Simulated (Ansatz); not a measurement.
C, response to strain

Take C in the diamond structure (space group Fd-3m, No. 227; a = 3.572 Å) as the base.

Strains are applied to the cell and any free atomic positions relax.

All numbers come from PBE/PAW in Ansatz (a first-principles code), no spin-orbit coupling, earlier PAW set.

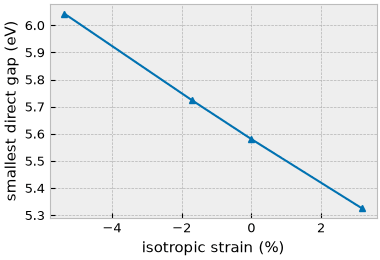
*Smallest direct gap against isotropic strain*

```tsv
isotropic strain (%)	smallest direct gap
-5.36	6.04 eV
-1.7	5.72 eV
3.17	5.33 eV
```

Whether these cells are dynamically stable was not tested.
